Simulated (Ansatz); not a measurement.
## Be2Sn (model cell, started as antifluorite): following an unstable mode

Which phase does Be2Sn (model cell, started as antifluorite) fall into along its unstable mode, and how much energy does it gain?

Program: Ansatz 0.2.0. Level of theory: DFT PBEsol, scalar-relativistic, plane waves, PAW. Results are calculated unless marked as measured.

The structure was built from a prototype and need not be the compound's stable phase.

## 1. Set-up

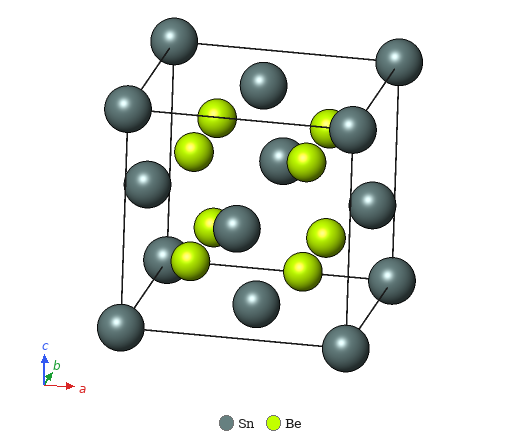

Start, viewed slightly off an axis; tin teal, beryllium green. This picture shows the conventional cell, with its axes. Some periodic images of atoms are drawn too.

Structure file:

```cif
data_structure
_symmetry_space_group_name_H-M 'P 1'
_symmetry_Int_Tables_number 1
_cell_length_a 4.0739
_cell_length_b 4.0739
_cell_length_c 4.0739
_cell_angle_alpha 60.000
_cell_angle_beta 60.000
_cell_angle_gamma 60.000
_cell_volume 47.81
loop_
_atom_site_label
_atom_site_type_symbol
_atom_site_fract_x
_atom_site_fract_y
_atom_site_fract_z
_atom_site_occupancy
Sn1 Sn 0.00000 0.00000 0.00000 1
Be2 Be 0.25000 0.25000 0.25000 1
Be3 Be 0.75000 0.75000 0.75000 1
```

## 2. The dispersion

The cell comes from relaxations at this level that are not shown. Stability and thermal properties need the whole zone. Linear response on a 4×4×4 q mesh gives force constants as far as a supercell of that size would.

File input.yaml:

```yaml
crystal:
  lattice:
    - [0.0, 2.8806534513, 2.8806534513]
    - [2.8806534513, 0.0, 2.8806534513]
    - [2.8806534513, 2.8806534513, 0.0]
  atoms:
    - { symbol: Sn, position: [0.0, 0.0, 0.0] }
    - { symbol: Be, position: [0.25, 0.25, 0.25] }
    - { symbol: Be, position: [0.75, 0.75, 0.75] }
kpoints:
  mp_grid: { grid: [12, 12, 12] }
hamiltonian:
  xc: pbesol
scf:
  occupations: { method: methfessel_paxton, width: 0.15 }
output:
  eigenvalues: true
phonons:
  method: dfpt
  qmesh: [4, 4, 4]
  temperatures: { t_max: 1000, t_step: 50 }
  qpath:
    path:
      - [[0.0, 0.0, 0.0], [0.5, 0.0, 0.5], [0.625, 0.25, 0.625]]
      - [[0.375, 0.375, 0.75], [0.0, 0.0, 0.0], [0.5, 0.5, 0.5], [0.5, 0.25, 0.75], [0.5, 0.0, 0.5]]
    npoints: 10
```

On the command line:

```bash
$ ansatz run input.yaml --threads 4 --pin off --max-ram 7168MiB --backend cpu --events-out ev --progress --plain --runs-dir out
```

Numbers of over 12 decimals in the logs are rounded to 6 here.

Output:

```text
Warning: phonons: the dynamical matrix that this run interpolates holds no multipole term above the dipole-dipole one, and a site of this crystal is no centre of inversion, so its interpolated transverse optical and acoustic branches and sound speeds can stay off near Gamma, and the density of states and the thermodynamics with them. What a run solves at a wave vector of phonons.qpoints, Gamma apart, where the deck admits one, is free of this, and under fd what a larger phonons.supercell samples
Engine: ansatz 0.2.0, aarch64-unknown-linux-gnu
Pseudopotentials: kind: paw
Pseudopotential: Sn, paw, valence charge 14, recommended cutoff 420 eV (normal), Sn.paw.azcp
Pseudopotential: Be, paw, valence charge 2, recommended cutoff 420 eV (normal), Be.paw.azcp
Functional definition: PBEsol
  exchange = pbesol_x
  correlation = pbesol_c
Crystal: 3 atoms, lattice volume = 47.808 Å³
Basis set: ecut = 420 eV, 941 PW (Γ), exchange–correlation on 60×60×60 points (8 copies of the dense FFT grid, shifted against one another)
Bands: 13, of which v1, the nominal top of the filled ones, is band 9 counted from 1 (8 counted from 0)
Symmetry: 48 space group operations
k-points: 72 of 1728
Non-local potential: Sn, projectors of the file, l = 0: 2, l = 1: 2, l = 2: 2, l = 3: 2
Non-local potential: Be, projectors of the file, l = 0: 2, l = 1: 2, l = 2: 1
PAW form: soft (Blöchl's): semilocal exchange-correlation on the pseudo side does not see the compensation charge
PAW frozen core: Sn, regenerated for the run's functional, and the local potential with it (the file was generated under x = pbe(κ = 0.804, μ = 0.219515), c = pbe(β = 0.066725))
PAW frozen core: Be, regenerated for the run's functional, and the local potential with it (the file was generated under x = pbe(κ = 0.804, μ = 0.219515), c = pbe(β = 0.066725))
PAW one-centre angular grid: Sn, 590 points (default); XC on 64 Gauss nodes
PAW one-centre angular grid: Be, 110 points (default); XC on 64 Gauss nodes
Initial density: superposition of atomic densities (neutral atoms: chi_scale 0, normalization atom), corrected by the library's trained network
Initial wavefunctions: pseudopotential atomic-orbital guess
Functional: x = pbesol(κ = 0.804, μ = 0.123457), c = pbesol(β = 0.046)
SCF iter   1: F=—  HF=-6128.936233 eV  |F-HF|=—  |Δ(HF+E_count)|=         —  Δρ=3.67e-3  dr2=7.79e-3  ethr=1.77e-3  ⟨swp⟩=5.1  Hψ=5359  notcnv=0
preconditioner: auto → none  [insulator: Δε(μ)=0.108 eV  Ē_g=17.394 eV  σ=0.150 eV  W_gap=0.57  n_scr=14 (ndim 8)  ℏωp=22.8 eV  f_vac=0.005  D(μ)=0.38/eV (n_scr^D=0)  ε∞_Penn≈2.7]
SCF iter   2: F=—  HF=-6128.934360 eV  |F-HF|=—  |Δ(HF+E_count)|=   1.87e-3  S|Δr|=    0.00e0  Δρ=1.96e-3  dr2=1.81e-3  ethr=4.33e-5  ⟨swp⟩=1.0  Hψ=1520  notcnv=0
SCF iter   3: F=—  HF=-6128.934508 eV  |F-HF|=—  |Δ(HF+E_count)|=   1.48e-4  S|Δr|=    0.00e0  Δρ=1.05e-3  dr2=5.92e-4  ethr=1.00e-5  ⟨swp⟩=2.0  Hψ=1580  notcnv=0
SCF iter   4: F=—  HF=-6128.934190 eV  |F-HF|=—  |Δ(HF+E_count)|=   3.18e-4  S|Δr|=    0.00e0  Δρ=2.74e-4  dr2=3.19e-5  ethr=3.29e-6  ⟨swp⟩=2.1  Hψ=1546  notcnv=0
SCF iter   5: F=—  HF=-6128.934178 eV  |F-HF|=—  |Δ(HF+E_count)|=   1.15e-5  S|Δr|=    0.00e0  Δρ=1.56e-4  dr2=9.14e-6  ethr=1.77e-7  ⟨swp⟩=2.0  Hψ=1579  notcnv=0
SCF iter   6: F=—  HF=-6128.934175 eV  |F-HF|=—  |Δ(HF+E_count)|=   3.85e-6  S|Δr|=    0.00e0  Δρ=7.56e-5  dr2=2.26e-6  ethr=5.08e-8  ⟨swp⟩=2.0  Hψ=1562  notcnv=0
SCF iter   7: F=—  HF=-6128.934175 eV  |F-HF|=—  |Δ(HF+E_count)|=   1.16e-7  S|Δr|=    0.00e0  Δρ=1.92e-5  dr2=1.41e-7  ethr=1.26e-8  ⟨swp⟩=2.6  Hψ=1519  notcnv=0
SCF iter   8: F=—  HF=-6128.934175 eV  |F-HF|=—  |Δ(HF+E_count)|=   7.16e-8  S|Δr|=    0.00e0  Δρ=2.09e-6  dr2=1.55e-9  ethr=7.84e-10  ⟨swp⟩=2.0  Hψ=1516  notcnv=0
SCF iter   9: F=-6128.934175 eV  HF=-6128.934175 eV  |F-HF|=6.37e-12  |Δ(HF+E_count)|=  7.61e-10  S|Δr|=    0.00e0  Δρ=9.66e-8  dr2=2.99e-12  ethr=1.00e-12  ⟨swp⟩=5.1  Hψ=4924  notcnv=0
SCF 1 converged in 9 iterations: F = -6128.934175 eV  dr2 = 2.99e-12
  greatest PAW one-centre occupation: 0.990 electrons in one spin orbital (limit 2), on the Sn atom at site 0 (counted from 0), in its partial waves of l = 2
Initial density: read from a saved state, or passed on in memory by an earlier SCF of this step, an earlier step, the calling program or the single point that the run made first
iter 1 solved again at ethr=1.49e-6 eV; its pass at ethr=3.10e-3 eV (dr2=2.68e-4 eV) is discarded
SCF iter   1: F=—  HF=-6128.934175 eV  |F-HF|=—  |Δ(HF+E_count)|=         —  Δρ=1.24e-6  dr2=5.63e-10  ethr=1.49e-6  ⟨swp⟩=2.0  Hψ=7568  notcnv=0
eigensolver tolerance schedule: the retry pair's looser diagonalisation over-reported the residual by 476748.51 of it (diagonalisation noise at an unbounded share of the residual, at the tolerance the schedule requests for it); recorded, not acted on — ethr = c·dr2/N_el stays at c = 1.0e-1
preconditioner: auto → none  [insulator: Δε(μ)=0.108 eV  Ē_g=17.405 eV  σ=0.150 eV  W_gap=0.56  n_scr=14 (ndim 8)  ℏωp=22.8 eV  f_vac=0.000  D(μ)=0.38/eV (n_scr^D=0)  ε∞_Penn≈2.7]
SCF iter   2: F=—  HF=-6128.934175 eV  |F-HF|=—  |Δ(HF+E_count)|=   6.90e-7  S|Δr|=    0.00e0  Δρ=6.66e-7  dr2=2.02e-10  ethr=3.13e-12  ⟨swp⟩=4.0  Hψ=2463  notcnv=0
SCF iter   3: F=—  HF=-6128.934175 eV  |F-HF|=—  |Δ(HF+E_count)|=  4.55e-11  S|Δr|=    0.00e0  Δρ=4.22e-7  dr2=7.21e-11  ethr=1.12e-12  ⟨swp⟩=1.0  Hψ=936  notcnv=0
SCF iter   4: F=—  HF=-6128.934175 eV  |F-HF|=—  |Δ(HF+E_count)|=  2.00e-11  S|Δr|=    0.00e0  Δρ=2.79e-7  dr2=3.05e-11  ethr=1.00e-12  ⟨swp⟩=1.0  Hψ=936  notcnv=0
SCF iter   5: F=-6128.934175 eV  HF=-6128.934175 eV  |F-HF|=0.00e0  |Δ(HF+E_count)|=  8.19e-12  S|Δr|=    0.00e0  Δρ=6.62e-8  dr2=2.10e-12  ethr=1.00e-12  ⟨swp⟩=1.8  Hψ=2263  notcnv=0
SCF 2 converged in 5 iterations: F = -6128.934175 eV  dr2 = 2.10e-12
phonons: the bands overlap, so this run is a metal and interpolates without the dipole-dipole term. If the crystal is really an insulator or semiconductor, its LO-TO splitting is missing
NSCF: frozen V_eff on 72 k-points
NSCF: frozen V_eff on 163 k-points
DFPT response loops at q = (0, 0, 0) (fractional): preconditioner auto → Kerker (q_TF=auto, 2.318 Å⁻¹) (partly filled bands, converged f_vac=0.000); β = 1.00, the filter's whole step (`scf.mixing.beta` (0.50) is not read by the response loops under this deck's `scf.mixing.preconditioner`; to damp them name `kerker` or `kerker_dos`, under which they read `scf.mixing.beta`, and type it under 1.00, their step now; both keys bind the ground state too); Broyden in place of MSR1
NSCF: frozen V_eff on 1872 k-points
DFPT response loops at q = (0, 0, 0.25) (fractional): mixed as the last ones told, above
NSCF: frozen V_eff on 952 k-points
DFPT response loops at q = (0, 0, -0.5) (fractional): mixed as the last ones told, above
NSCF: frozen V_eff on 1020 k-points
DFPT response loops at q = (0, 0.25, 0.25) (fractional): mixed as the last ones told, above
NSCF: frozen V_eff on 3456 k-points
DFPT response loops at q = (0, 0.25, -0.5) (fractional): mixed as the last ones told, above
NSCF: frozen V_eff on 1872 k-points
DFPT response loops at q = (0, 0.25, -0.25) (fractional): mixed as the last ones told, above
NSCF: frozen V_eff on 560 k-points
DFPT response loops at q = (0, -0.5, -0.5) (fractional): mixed as the last ones told, above
NSCF: frozen V_eff on 1020 k-points
DFPT response loops at q = (0.25, -0.5, -0.25) (fractional): mixed as the last ones told, above
SCF converged after 9 iterations
Stability not checked: this state was not tested for a lower state beside it, because cold or Methfessel-Paxton smearing, or corrected tetrahedra, fill the levels in a way that the test cannot read (fill_not_monotonic; see scf.lower_state_search)
Free energy (F): -6128.934175 eV
Harris-Foulkes:  -6128.934175 eV  (|F-HF|=6.37e-12)
Internal energy: -6128.934991 eV  (E = F + TS)
E sigma→0 (E₀):  -6128.934379 eV
Entropy (-TS):   0.000816 eV (0.272 meV/atom)
Fermi energy:    8.944193 eV
--- Per-component energies (eV) ---
  E_band       = -94.757582
  E_kinetic    = 226.317465
  E_local      = -1085.996436  (includes V_loc(G=0)·N_el)
  E_nonlocal   = -21.225888
  E_hartree    = 642.406535
  E_xc         = -416.473472
  E_vxc        = -136.388821  (∫ρ·V_xc dr)
  E_paw        = -4182.283859  (= ΣΔE_a)
  E_vpaw       = -362.276981  (= ΣTr[D̂ρ^β])
  E_aug_tail   = -0.000001  (compensation charges beyond the density's cutoff)
  E_ewald      = -1291.983236
  E_core_change = 0.303902  (= ΣΔE_core)
  E_smearing   = 0.000816  (= −TS)
  E_closure    = 0.000000  (closes the sum)
  Σ components = -6128.934175   (vs F -6128.934175, Δ=0.00e0)
--- Band table (eV; the first three rows and the last of 72) ---
  k-point 0: bands = [... 5 lower, -2.4664, 9.7333, 9.7333, 9.7333, 9.9531, 9.9531, 9.9531, 12.8135]
  k-point 1: bands = [... 5 lower, -2.3848, 8.3066, 9.1941, 9.1941, 10.4936, 10.4936, 10.7940, 13.0176]
  k-point 2: bands = [... 5 lower, -2.1417, 6.6586, 8.6465, 8.6465, 10.9226, 10.9226, 11.0185, 13.3423]
  k-point 71: bands = [... 5 lower, 0.6921, 3.6715, 3.6715, 4.5091, 11.7372, 11.7372, 13.1480, 13.6026]
--- Phonons (Γ-DFPT): 2 representative perturbations + reference (Σ response iterations 6) ---
  ASR residual: 1.549e-4 → 0.000e0 eV/Å²; symmetrization residual: 1.544e-7 eV/Å²
  ASR residual per site (eV/Å²): 1.55e-4 4.16e-6 4.16e-6
  Γ frequencies (cm⁻¹): 0.00 0.00 0.00 297.42 297.42 297.42 357.66 357.66 357.66
--- Phonons (arbitrary-q DFPT): 8 irreducible q on the 4×4×4 mesh ---
  q = [0.0000, 0.0000, 0.0000] (star 1, of the zone-centre solve; hermiticity 4.20e-8, symmetrization 2.64e-12): -0.00 -0.00 0.00 297.42 297.42 297.42 357.66 357.66 357.66
  q = [0.0000, 0.0000, 0.2500] (star 8, 2 solved perturbations on 936 of 1728 k-point pairs; hermiticity 1.36e-7, symmetrization 4.75e-12): -32.30 -32.30 108.90 294.03 294.03 337.18 361.35 361.35 417.50
  q = [0.0000, 0.0000, -0.5000] (star 4, 2 solved perturbations on 476 of 1728 k-point pairs; hermiticity 7.48e-9, symmetrization 1.07e-12): -68.53 -68.53 137.57 330.89 330.89 361.31 361.31 380.04 457.75
  q = [0.0000, 0.2500, 0.2500] (star 6, 4 solved perturbations in 1608 linear systems a pass and spin channel, the states on 510 of 1728 k-point pairs; hermiticity 5.80e-8, symmetrization 3.59e-13): -48.52 -48.52 113.85 293.87 293.87 366.60 371.25 371.25 401.29
  q = [0.0000, 0.2500, -0.5000] (star 24, 4 solved perturbations in 5328 linear systems a pass and spin channel, the states on 1728 of 1728 k-point pairs; hermiticity 8.34e-8, symmetrization 8.62e-13): -78.77 81.92 121.62 327.44 333.14 361.50 372.36 388.14 397.50
  q = [0.0000, 0.2500, -0.2500] (star 12, 4 solved perturbations in 2892 linear systems a pass and spin channel, the states on 936 of 1728 k-point pairs; hermiticity 4.90e-8, symmetrization 3.88e-14): -23.01 95.50 100.09 309.95 346.77 360.33 365.36 373.43 393.86
  q = [0.0000, -0.5000, -0.5000] (star 3, 4 solved perturbations in 886 linear systems a pass and spin channel, the states on 280 of 1728 k-point pairs; hermiticity 9.02e-8, symmetrization 5.99e-13): -116.08 -116.08 161.54 346.09 346.09 348.14 348.14 395.05 432.16
  q = [0.2500, -0.5000, -0.2500] (star 6, 4 solved perturbations in 1544 linear systems a pass and spin channel, the states on 510 of 1728 k-point pairs; hermiticity 1.28e-7, symmetrization 1.09e-12): 58.54 104.72 104.72 314.89 353.47 353.47 374.26 381.19 389.55
  sum rule: each row above includes the acoustic sum rule's correction from the zone centre's row sums; it moved no ω² by more than (0.60 cm⁻¹)²
  mesh force constants: q→R imaginary residual 4.42e-18; ASR residual 1.549e-4 → 0.000e0 eV/Å²; symmetrization residual 3.553e-15 eV/Å²
  interpolated dispersion: 62 rows × 9 modes
  density of states and harmonic sums: on the 20×20×20 q-mesh, interpolated from the force constants of a 4×4×4 supercell (no non-analytic term)
  largest difference from the sums on the solved wave vectors: F 8.01e-2 eV, S 9.59e-5 and C_V 2.23e-5 eV/K
  zero-point energy: 0.143935 eV/cell   skipped modes (ω ≤ 0): 287, of them read as no rigid motion or as one in doubt: 284 (1.082e0 modes/cell left out, lowest -116.08 cm⁻¹)   left out of the sums: 1.20e-1 of the cell's modes: C_V's classical limit lies that fraction below 3 k_B per atom; for a crystal, a wire or a layer, F and S can be off by more, and a phonons.interpolated_qmesh denser along its periods is the remedy for the sampling
```

It took 3.9 min on 4 threads of Arm Neoverse V2, shared host; peak memory 2.6 GiB; 15 min of CPU time.

In the SCF lines HF is the Harris–Foulkes energy and dr2 the Hartree energy of the density residual, in eV; the loop may stop once dr2 is under the threshold and the program's other checks hold. Hψ counts applications of the Hamiltonian.

This step gave:

```yaml
volume_per_atom: 15.94 Å³
gap_on_the_k_mesh: 0 eV
sum_rule_residual_before_enforcement: 1.55e-4 eV/Å²
lowest_frequency_on_the_path: -116.1 cm⁻¹
point_group: m-3m
highest_frequency_on_the_path_or_at_a_solved_wavevector: 457.8 cm⁻¹
highest_optical_mode_at_the_zone_centre_no_lo_to_term: 357.7 cm⁻¹
lowest_optical_zone_centre_mode: 297.4 cm⁻¹
lowest_mode_on_the_q_mesh_acoustic_modes_at_gamma_apart: -116.1 cm⁻¹
```

Frequencies (cm⁻¹) solved at each irreducible wavevector; negative means imaginary. Frequencies by wavevector, by row:

| q in reciprocal lattice units | star | mode 1 | mode 2 | mode 3 | mode 4 | mode 5 | mode 6 | mode 7 | mode 8 | mode 9 |
| --- | --- | --- | --- | --- | --- | --- | --- | --- | --- | --- |
| 0 0 0 | 1 | 0 | 0 | 0 | 297.4 | 297.4 | 297.4 | 357.7 | 357.7 | 357.7 |
| 0 0 0.25 | 8 | -32.3 | -32.3 | 108.9 | 294 | 294 | 337.2 | 361.4 | 361.4 | 417.5 |
| 0 0 -0.5 | 4 | -68.5 | -68.5 | 137.6 | 330.9 | 330.9 | 361.3 | 361.3 | 380 | 457.8 |
| 0 0.25 0.25 | 6 | -48.5 | -48.5 | 113.8 | 293.9 | 293.9 | 366.6 | 371.2 | 371.2 | 401.3 |
| 0 0.25 -0.5 | 24 | -78.8 | 81.9 | 121.6 | 327.4 | 333.1 | 361.5 | 372.4 | 388.1 | 397.5 |
| 0 0.25 -0.25 | 12 | -23 | 95.5 | 100.1 | 309.9 | 346.8 | 360.3 | 365.4 | 373.4 | 393.9 |
| 0 -0.5 -0.5 | 3 | -116.1 | -116.1 | 161.5 | 346.1 | 346.1 | 348.1 | 348.1 | 395.1 | 432.2 |
| 0.25 -0.5 -0.25 | 6 | 58.5 | 104.7 | 104.7 | 314.9 | 353.5 | 353.5 | 374.3 | 381.2 | 389.6 |

Interpolated from a 4×4×4 q mesh. Phonon branches along the path, in cm⁻¹:

```
    point  branch 1  branch 2  branch 3  branch 4  branch 5  branch 6  branch 7  branch 8  branch 9
        Γ         0         0         0       297       297       297       358       358       358
        X      -116      -116       162       346       346       348       348       395       432
        U       -87        75       141       332       340       355       371       387       395
jump to K       -87        75       141       332       340       355       371       387       395
        Γ         0         0         0       297       297       297       358       358       358
        L       -68       -68       138       331       331       361       361       380       458
        W        58       105       105       315       354       354       374       381       390
        X      -116      -116       162       346       346       348       348       395       432
```

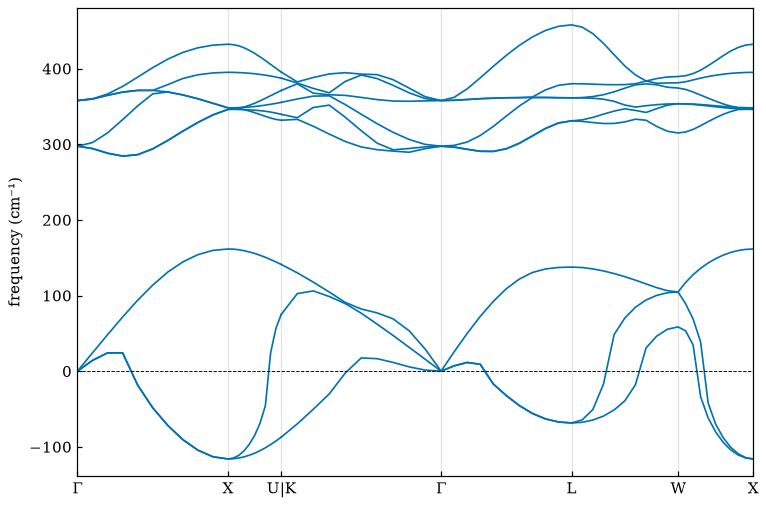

Phonon branches along the path.

Symmetry leaves 8 wavevectors to solve. The lowest mode among them, the acoustic zeros apart, lies at q = (0, -0.5, -0.5) and is imaginary, 116.1i cm⁻¹, so the energy falls along it.

## 3. The mode frozen in, largest atomic shift 0 Å

The mode followed lies at q = (0, 0.25, -0.5) with frequency 78.8i cm⁻¹, one of the unstable modes though not the softest. At small amplitude the distorted cell has space group no. 15 by a symmetry search on the positions. The undistorted cell that holds it gives the zero of energy on the same k mesh.

System of this step: Be2Sn (model cell, started as antifluorite). It takes space group Fm-3m (No. 225, cubic). The conventional cell has a = 5.761 Å, b = 5.761 Å, c = 5.761 Å, α = 90.00°, β = 90.00°, γ = 90.00°. Nearest to Sn lie 8 Be at 2.49 Å. Nearest to Be lie 4 Sn at 2.49 Å. Farther neighbours are not listed.

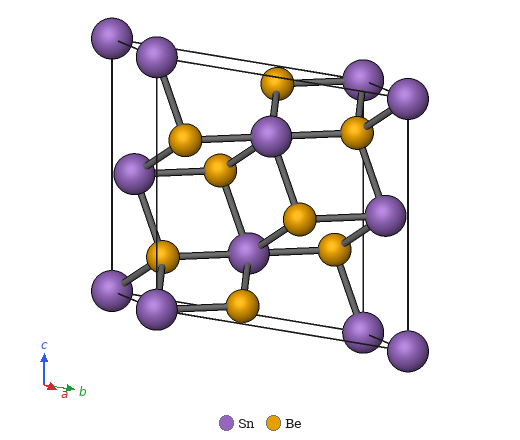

The cell of this step (tin purple, beryllium orange). Bonds to atoms that aren't drawn are left out. Some periodic images of atoms are drawn too.

File input.yaml:

```yaml
crystal:
  lattice:
    - [0.0, 2.8806534513, 2.8806534513]
    - [-2.8806534513, 5.7613069026, -2.8806534513]
    - [-5.7613069026, -2.8806534513, 2.8806534513]
  atoms:
    - { symbol: Sn, position: [0.0, 0.0, 0.0] }
    - { symbol: Sn, position: [0.25, 0.5, 0.25] }
    - { symbol: Sn, position: [0.5, 0.0, 0.5] }
    - { symbol: Sn, position: [0.75, 0.5, 0.75] }
    - { symbol: Be, position: [0.5625, 0.875, 0.8125] }
    - { symbol: Be, position: [0.8125, 0.375, 0.0625] }
    - { symbol: Be, position: [0.0625, 0.875, 0.3125] }
    - { symbol: Be, position: [0.3125, 0.375, 0.5625] }
    - { symbol: Be, position: [0.6875, 0.625, 0.4375] }
    - { symbol: Be, position: [0.9375, 0.125, 0.6875] }
    - { symbol: Be, position: [0.1875, 0.625, 0.9375] }
    - { symbol: Be, position: [0.4375, 0.125, 0.1875] }
kpoints:
  mp_grid: { grid: [8, 8, 6] }
hamiltonian:
  xc: pbesol
scf:
  occupations: { method: methfessel_paxton, width: 0.15 }
output:
  forces: true
  stress: true
  eigenvalues: true
```

Output:

```text
[...]
Crystal: 12 atoms, lattice volume = 191.233 Å³
Basis set: ecut = 420 eV, 3717 PW (Γ), exchange–correlation on 60×96×96 points (8 copies of the dense FFT grid, shifted against one another)
Bands: 48, of which v1, the nominal top of the filled ones, is band 36 counted from 1 (35 counted from 0)
Symmetry: 16 space group operations
[...]
k-points: 114 of 384
[...]
k-point 0: bands = [... 32 lower, 7.6663, 9.4330, 9.4330, 9.7333, 9.7335, 9.7341, 9.9518, 9.9520, ... 8 higher]
  k-point 1: bands = [... 32 lower, 7.4538, 8.5519, 8.8671, 9.4302, 9.5102, 9.5269, 9.8865, 10.3411, ... 8 higher]
  k-point 2: bands = [... 32 lower, 7.0227, 7.2051, 8.0120, 8.8490, 9.5326, 9.6697, 9.8492, 10.0336, ... 8 higher]
  k-point 113: bands = [... 32 lower, 6.6087, 6.6087, 7.0632, 7.0632, 8.9238, 8.9238, 10.0686, 10.0686, ... 8 higher]
[key lines of the parts left out:]
SCF converged after 7 iterations
Free energy (F): -24515.737066 eV
Fermi energy:    8.927428 eV
P = ⅓ Tr σ = -0.0215 GPa (-0.215 kbar)
```

It took 23 s on 4 threads; peak memory 1 GiB.

Numbers from this step:

```yaml
pressure: -0.02154 GPa
energy_from_the_undistorted_cell: 0 meV/atom
```

The run ends at a pressure of -0.02 GPa, with forces up to 0.015 eV/Å.

(Continued in part 2 of 2.)

[Logs are printed without paths, hosts, clocks, repeated set-up lines and the standing remarks that a program may print on its own settings, such as how far it seeks lower states.]

[Hosts, paths, dates, database ids (printed as entryN), source tags and the programs' standing remarks are cut or masked in the printed files.]
